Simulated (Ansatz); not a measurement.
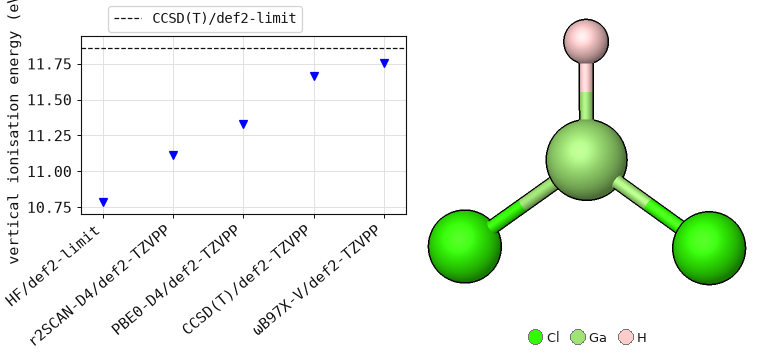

Vertical ionisation energy of GaHCl₂, SMILES [Cl][GaH][Cl], singlet, taken as the energy of the cation less that of the neutral at fixed geometry (unrestricted doublet cation, cores frozen in correlated methods, no spin-orbit coupling), the Ansatz code 0.2.0, at a PBE0-D4/def2-TZVP geometry (a minimum by its frequencies). Limit means an estimate of the basis limit from triple and quadruple zeta; for coupled cluster it is either extrapolated directly or built as the MP2 limit plus the step from MP2 in triple zeta. The distance of CCSD(T)/def2-TZVPP to the limit includes basis error.

> Which level comes closest to the line (CCSD(T)/def2-limit), and which misses most?

Closest ωB97X-V/def2-TZVPP (11.75 eV), against 11.86 eV; farthest HF/def2-limit (10.79 eV).

> Give the values.

```csv
level,eV,less CCSD(T)/def2-limit
HF/def2-limit,10.79,−1.07
r2SCAN-D4/def2-TZVPP,11.11,−0.74
PBE0-D4/def2-TZVPP,11.33,−0.52
CCSD(T)/def2-TZVPP,11.66,−0.19
ωB97X-V/def2-TZVPP,11.75,−0.10
CCSD(T)/def2-limit,11.86,0.00
```

Caveats, for all or some of the runs: no scalar relativity up to krypton; outer-core shells are correlated without core-valence functions, which makes the correlated values less sure.
